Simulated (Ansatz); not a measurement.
# Ge2Pd2C (element-swapped structure): how the settings move a single-point run, part 2 of 2

Question: which choices in the input matter for Ge2Pd2C (element-swapped structure)?

Ansatz 0.2.0; reference level DFT PBEsol+U, plane waves, PAW, scalar-relativistic, no spin polarisation. The steps go on from the part before.

### Step 6. Changed: mp_grid.grid [2, 2, 1], occupations.method tetrahedron

Contents of input.yaml:

```yaml
crystal:
  lattice:
    - [1.573022, 2.724551, 0.0]
    - [-1.573022, 2.724551, 0.0]
    - [0.0, 0.0, 7.907786]
  atoms:
    - { symbol: Ge, position: [0.3333, 0.3334, 0.8343] }
    - { symbol: Ge, position: [0.6667, 0.6666, 0.1657] }
    - { symbol: Pd, position: [0.3333, 0.3334, 0.35475] }
    - { symbol: Pd, position: [0.6667, 0.6666, 0.64525] }
    - { symbol: C, position: [0.0, 0.0, 0.5] }
  symmetry: { tolerance: 0.0003 }
kpoints:
  mp_grid: { grid: [2, 2, 1], shift: [0, 0, 0] }
magnetization:
  spin_polarized: false
scf:
  occupations: { method: tetrahedron }
hamiltonian:
  pseudopotentials: { kind: paw }
  xc: pbesol
  hubbard:
    projectors: all-electron-ortho-atomic
    sites: [{ species: Pd, l: d, u_eff: 1.34 }]
basis:
  ecutwfc: 420
output:
  forces: true
  stress: true
  eigenvalues: true
```

Run with:

```console
ansatz run input.yaml --threads 1 --pin off --max-ram 2560MiB --backend cpu --events-out ev --progress --plain --runs-dir out
```

Output:

```text
Warning: output.forces, output.stress, relax.cell or npt_langevin: where a Kohn–Sham band that disperses or a degenerate level is filled in part under the method tetrahedron, the forces or the stress that this run publishes need not agree with its energy (scf.occupations.method in the input reference, under Limitations); prefer a smearing scheme for the forces or the stress
Warning: the atoms were moved onto the symmetric positions of the space group found under crystal.symmetry.tolerance 3.0e-4 (fractional; no operation is sought that the atoms, as they stand in a round, miss by more than twice it, and no atom is moved by as much as it), and the run uses the moved positions. Before a round's move an operation carried an atom to 3.15e-4 Å from where it should land, the largest such distance. Atom 0 (counting from 0) moved farthest, by 1.82e-4 Å; the longest move in fractions of the cell, of whichever atom, is 0.24 of the tolerance, in 1 round. To run the atoms as typed, lower crystal.symmetry.tolerance until the operations that they miss are no longer found, or set crystal.symmetry.detect: false (a key that needs symmetry detection or time reversal refuses this as the deck is read). The positions used, in the order of the run's atom list: position: [0.3333333333333333, 0.3333333333333333, 0.8343]; position: [0.6666666666666666, 0.6666666666666666, 0.1657]; position: [0.3333333333333333, 0.3333333333333333, 0.35475]; position: [0.6666666666666666, 0.6666666666666666, 0.64525]; position: [0.0, 0.0, 0.5]; The lattice was moved too: crystal.lattice misses the space group found at crystal.symmetry.tolerance 3.0e-4 in a digit that the deck types, which is why this is a warning: making the lattice exact moves one of its numbers by a whole unit of that number's last typed decimal, or more. The operation that it misses by the most changes a squared length by the fraction 1.92e-6. The run uses the lattice that is a stretch of the typed one, with no rotation, onto the one that keeps every operation to a double's rounding (on a very oblique basis the stretch itself rounds by more); the deck's lattice vector that moved farthest moved by 1.75e-6 Å. To run the lattice as typed, set crystal.symmetry.tolerance under 1.92e-6, the least fraction by which an operation that the lattice misses changes a squared length (the same key also sets how far an atom may lie from its image, so lowering it can lose operations that the atoms keep only within it), or set crystal.symmetry.detect: false, as for the atoms. crystal.lattice made exact, in Å and degrees: [[1.5730211266356744, 2.724552512712225, 0.0], [-1.5730211266356744, 2.724552512712225, 0.0], [0.0, 0.0, 7.907786]]. Pasted over the deck's crystal.lattice, beside positions in fractional coordinates, it runs the same cell (given as lengths and angles, that cell in the form's own orientation, a rigid turn of the misfit's size from the one run here, for which a checkpoint.post_process_only pass over this run's state can be refused: where this run relaxes nothing, give such a pass this deck's own crystal.lattice, as typed; behind a relaxation, as crystal.lattice, the state's own cell, identity.cell in its checkpoint.json), and a matrix so pasted ends this notice, except on a very skew basis of the lattice, where the rounding of the pasted numbers themselves can read as a misfit: the cell is then moved again, and that move is told again. The lattice as run is in this notice's lattice.as_run_ang field (Run.prep()["deck_notices"] in Python, the deck_notice line of an events file, deck_notices of ansatz run --dry-run=json, or deck_notices in record.json in the deck's checkpoint.write directory).
Warning: RAYON_NUM_THREADS=1 ignored (pool sized by the plan → 1); use --threads N
Ge: projections on atomic orbitals take those of the free atom [Ar] 3d10 4s2 4p2, of charge +0.00 (hamiltonian.pseudopotentials.projection_atoms); the dataset's partial waves leave at most 1.2e-6 of an orbital's norm unspanned inside its sphere
Pd: projections on atomic orbitals take those of the free atom [Ar 3d10] 4s2 4p6 4d10, of charge +0.00 (hamiltonian.pseudopotentials.projection_atoms); the dataset's partial waves leave at most 1.0e-5 of an orbital's norm unspanned inside its sphere
C: projections on atomic orbitals take those of the free atom [He] 2s2 2p2, of charge +0.00 (hamiltonian.pseudopotentials.projection_atoms); the dataset's partial waves leave at most 3.7e-9 of an orbital's norm unspanned inside its sphere
band count auto-derived: 48 (N_el = 68.0; filled up to band 34; 41 by the electrons, moments and atoms)
Engine: ansatz 0.2.0, x86_64-unknown-linux-gnu
Pseudopotentials: kind: paw
Pseudopotential: Ge, paw, valence charge 14, recommended cutoff 420 eV (normal), Ge.paw.azcp
Pseudopotential: Pd, paw, valence charge 18, recommended cutoff 420 eV (normal), Pd.paw.azcp
Pseudopotential: C, paw, valence charge 4, recommended cutoff 420 eV (normal), C.paw.azcp
Functional definition: PBEsol
  exchange = pbesol_x
  correlation = pbesol_c
Crystal: 5 atoms, lattice volume = 67.782 Å³
Basis set: ecut = 420 eV, 1299 PW (Γ), exchange–correlation on 48×48×108 points (8 copies of the dense FFT grid, shifted against one another)
Bands: 48, of which v1, the nominal top of the filled ones, is band 34 counted from 1 (33 counted from 0)
Symmetry: 12 space group operations
Space group: P-3m1 (ITA 164), of the structure as read, at distance tolerance 1.2e-3 Å
k-points: 2 of 4
Non-local potential: Ge, projectors of the file, l = 0: 2, l = 1: 2, l = 2: 3, l = 3: 1
Non-local potential: Pd, projectors of the file, l = 0: 2, l = 1: 2, l = 2: 2, l = 3: 1
Non-local potential: C, projectors of the file, l = 0: 2, l = 1: 2, l = 2: 1
PAW form: soft (Blöchl's): semilocal exchange-correlation on the pseudo side does not see the compensation charge
PAW frozen core: Ge, regenerated for the run's functional, and the local potential with it (the file was generated under x = pbe(κ = 0.804, μ = 0.2195149727645171), c = pbe(β = 0.06672455060314922))
PAW frozen core: Pd, regenerated for the run's functional, and the local potential with it (the file was generated under x = pbe(κ = 0.804, μ = 0.2195149727645171), c = pbe(β = 0.06672455060314922))
PAW frozen core: C, regenerated for the run's functional, and the local potential with it (the file was generated under x = pbe(κ = 0.804, μ = 0.2195149727645171), c = pbe(β = 0.06672455060314922))
PAW one-centre angular grid: Ge, 590 points (default); XC on 64 Gauss nodes
PAW one-centre angular grid: Pd, 590 points (default); XC on 64 Gauss nodes
PAW one-centre angular grid: C, 110 points (default); XC on 64 Gauss nodes
Initial density: superposition of atomic densities (chi_scale 0.1, normalization cell, long waves of neutral atoms under a Hubbard term (reshape's long-wave potential 0.49 eV rms, cloud 2.59 Å wide))
Initial wavefunctions: pseudopotential atomic-orbital guess
Functional: x = pbesol(κ = 0.804, μ = 0.12345679012345678), c = pbesol(β = 0.046)
SCF iter   1: F=—  HF=-22571.787073 eV  |F-HF|=—  |Δ(HF+E_count)|=         —  Δρ=2.19e-1  dr2=6.67e1  ethr=3.10e-3  ⟨swp⟩=5.5  Hψ=352  notcnv=0  defer=3
preconditioner: auto → Kerker (q_TF=auto, 2.730 Å⁻¹)  [metal: no gap  n_scr=24 (ndim 8)  ℏωp=32.5 eV  f_vac=0.000]
SCF iter   2: F=—  HF=-22564.709294 eV  |F-HF|=—  |Δ(HF+E_count)|=    7.08e0  Δρ=7.36e-2  dr2=6.50e0  ethr=3.10e-3  ⟨swp⟩=3.5  Hψ=221  notcnv=0  defer=13
SCF iter   3: F=—  HF=-22564.240217 eV  |F-HF|=—  |Δ(HF+E_count)|=   4.69e-1  Δρ=2.88e-2  dr2=2.02e0  ethr=3.10e-3  ⟨swp⟩=2.5  Hψ=147  notcnv=0  defer=10
SCF iter   4: F=—  HF=-22563.878349 eV  |F-HF|=—  |Δ(HF+E_count)|=   3.62e-1  Δρ=1.07e-2  dr2=4.57e-1  ethr=2.97e-3  ⟨swp⟩=2.0  Hψ=100  notcnv=0  defer=10
SCF iter   5: F=—  HF=-22563.810733 eV  |F-HF|=—  |Δ(HF+E_count)|=   6.76e-2  Δρ=4.27e-3  dr2=9.95e-2  ethr=6.72e-4  ⟨swp⟩=2.0  Hψ=114  notcnv=0  defer=10
SCF iter   6: F=—  HF=-22563.812397 eV  |F-HF|=—  |Δ(HF+E_count)|=   1.66e-3  Δρ=2.90e-3  dr2=1.58e-2  ethr=1.46e-4  ⟨swp⟩=2.0  Hψ=111  notcnv=0  defer=10
SCF iter   7: F=—  HF=-22563.817083 eV  |F-HF|=—  |Δ(HF+E_count)|=   4.69e-3  Δρ=1.59e-3  dr2=2.34e-3  ethr=2.32e-5  ⟨swp⟩=2.5  Hψ=107  notcnv=0  defer=10
SCF iter   8: F=—  HF=-22563.814950 eV  |F-HF|=—  |Δ(HF+E_count)|=   2.13e-3  Δρ=3.53e-4  dr2=1.10e-4  ethr=3.44e-6  ⟨swp⟩=2.0  Hψ=136  notcnv=0  defer=10
SCF iter   9: F=—  HF=-22563.814618 eV  |F-HF|=—  |Δ(HF+E_count)|=   3.32e-4  Δρ=1.33e-4  dr2=1.68e-5  ethr=1.62e-7  ⟨swp⟩=2.0  Hψ=101  notcnv=0  defer=10
SCF iter  10: F=—  HF=-22563.814637 eV  |F-HF|=—  |Δ(HF+E_count)|=   1.92e-5  Δρ=2.88e-5  dr2=7.35e-7  ethr=2.47e-8  ⟨swp⟩=2.0  Hψ=130  notcnv=0  defer=10
SCF iter  11: F=—  HF=-22563.814657 eV  |F-HF|=—  |Δ(HF+E_count)|=   1.97e-5  Δρ=1.66e-5  dr2=3.23e-7  ethr=1.47e-10  ⟨swp⟩=9.0  Hψ=408  notcnv=0
SCF iter  12: F=-22563.814640 eV  HF=-22563.814640 eV  |F-HF|=7.57e-10  |Δ(HF+E_count)|=   1.66e-5  Δρ=2.68e-6  dr2=3.99e-9  ethr=1.47e-10  ⟨swp⟩=2.5  Hψ=321  notcnv=0
SCF 1 converged in 12 iterations: F = -22563.814640 eV  dr2 = 3.99e-9
SCF converged after 12 iterations
Stability not checked: this state was not tested for a lower state beside it, because cold or Methfessel-Paxton smearing, or corrected tetrahedra, fill the levels in a way that the test cannot read (fill_not_monotonic; see scf.lower_state_search)
Free energy (F): -22563.814640 eV
Harris-Foulkes:  -22563.814640 eV  (|F-HF|=7.57e-10)
Internal energy: -22563.592192 eV  (E = F + TS)
E sigma→0 (E₀):  -22563.814640 eV
Entropy (-TS):   -0.222449 eV (-44.490 meV/atom)
Fermi energy:    16.438782 eV
--- Per-component energies (eV) ---
  E_band       = -495.204466
  E_kinetic    = 1351.503308
  E_local      = -9101.464695  (includes V_loc(G=0)·N_el)
  E_nonlocal   = 1302.935822
  E_hartree    = 3933.121913
  E_xc         = -539.490358
  E_vxc        = -619.541005  (∫ρ·V_xc dr)
  E_hubbard    = 1.003409  (on-site DFT+U / exact-exchange correction)
  E_vhub       = -10.193309  (the Hubbard potential's part of the band-sum identity)
  E_paw        = -11419.355025  (= ΣΔE_a)
  E_vpaw       = -1284.693127  (= ΣTr[D̂ρ^β])
  E_aug_tail   = 0.000999  (compensation charges beyond the density's cutoff)
  E_ewald      = -8094.309586
  E_core_change = 2.462021  (= ΣΔE_core)
  E_smearing   = -0.222449  (= −TS)
  E_closure    = 0.000000  (closes the sum)
  Σ components = -22563.814640   (vs F -22563.814640, Δ=0.00e0)
--- Forces (eV/Å), atoms counted from 1 ---
  atom   1  Ge     0.00000000     0.00000000     3.97786521
  atom   2  Ge    -0.00000000    -0.00000000    -3.97786521
  atom   3  Pd     0.00000000     0.00000000     2.99518951
  atom   4  Pd    -0.00000000    -0.00000000    -2.99518951
  atom   5  C      0.00000000     0.00000000     0.00000000
  max |Σ_I F_I| component: 5.55e-17 eV/Å
--- Stress (GPa, compression-positive) ---
       26.534856       0.000000      -0.000000
        0.000000      26.534856       0.000000
       -0.000000       0.000000      30.128593
  P = ⅓ Tr σ = 27.7328 GPa (277.328 kbar)
--- Band table (eV) ---
  k-point 0: bands = ["-68.4405", "-68.4286", "-34.3910", "-34.2818", "-34.2174", "-34.2174", "-34.1975", "-34.1975", "-8.3911", "-8.3911", "-8.3847", "-8.3847", "-8.3476", "-8.3472", "-8.3439", "-8.3439", "-8.3242", "-8.3242", "2.6552", "5.3172", "5.3710", "9.3978", "10.0225", "10.0225", "11.4036", "11.7242", "11.7242", "12.1531", "12.1531", "13.1060", "13.1060", "13.6746", "16.4951", "18.6291", "18.6291", "19.5893", "22.7846", "22.7955", "22.7955", "24.0071", "24.0071", "27.2464", "28.3961", "28.3961", "28.6172", "28.7985", "29.2314", "29.2314"]
  k-point 1: bands = ["-68.4311", "-68.4264", "-34.3570", "-34.3388", "-34.2711", "-34.2679", "-34.2460", "-34.2115", "-8.4043", "-8.3945", "-8.3694", "-8.3594", "-8.3515", "-8.3446", "-8.3184", "-8.3076", "-8.3043", "-8.2931", "4.4290", "7.1795", "7.9075", "8.6286", "10.1008", "10.1113", "10.4502", "11.1917", "11.6590", "12.4437", "13.3285", "13.6127", "13.6871", "14.4432", "15.2281", "15.5205", "16.3262", "16.4175", "20.2945", "20.4850", "21.2455", "21.2468", "22.5554", "24.1298", "25.8997", "26.7091", "26.7766", "28.6929", "29.3098", "29.8100"]
Occupation matrices written to <dir>
```

Run time: 1.6 s. Hardware: 1 thread, shared host; peak memory 0.33 GiB.

Changing the k-point mesh and smearing moves the energy by -395.8 meV/atom (σ→0 values), and the pressure goes from 28.4 to 27.7 GPa and the largest force goes from 3.70 to 3.98 eV/Å. More than one kind of setting changed, and this run alone doesn't tell their shares apart. These settings are too coarse to quote as the system's properties.

### Step 7. All runs together

What follows sums up all 2 parts.

| run | ending | energy change | pressure (GPa) | gap (eV) | force (eV/Å) | cycles | time |
| --- | --- | --- | --- | --- | --- | --- | --- |
| reference | converged | 0 | 28.4 | 0.00 | 3.70 | 11 | 3.9 s |
| 1: ecutwfc 250 eV | converged | +1.30 eV/atom | 25.9 | 0.00 | 3.48 | 11 | 2.5 s |
| 2: chi_scale 0.1 | converged | 0.0 meV/atom | 28.4 | 0.00 | 3.70 | 11 | 3.5 s |
| 3: occupations.method cold, occupations.width 0.01, n_extra_bands 16, accuracy medium | converged | 0.0 meV/atom (σ→0) | 28.6 | 0.00 | 3.78 | 10 | 3.5 s |
| 4: mp_grid.grid [2, 2, 1], occupations.method tetrahedron | converged | -395.8 meV/atom (σ→0) | 27.7 | 0.00 | 3.98 | 12 | 1.6 s |

Times don't compare one to one where runs were asked for different outputs or read a saved state (see the inputs); cycles may leave out searches for a lower state.

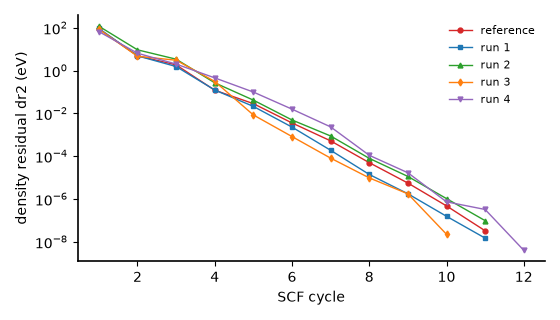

Residual by cycle in the longest SCF loop of each run; runs are numbered as in the table.

Run 1 ran under the cutoff that the potentials recommend, as the log warns, so basis error is mixed into its values. Of the variants the dearest is «occupations.method cold, occupations.width 0.01, n_extra_bands 16, accuracy medium» (3.5 s), the cheapest «mp_grid.grid [2, 2, 1], occupations.method tetrahedron» (1.6 s), on a shared host. The structure is not at rest: the sound run finds 28 GPa, so these are no properties of the relaxed crystal. 

The reference is no final answer either: its mesh is coarse for a cell with so small a gap or none; the structure is made up and not relaxed.
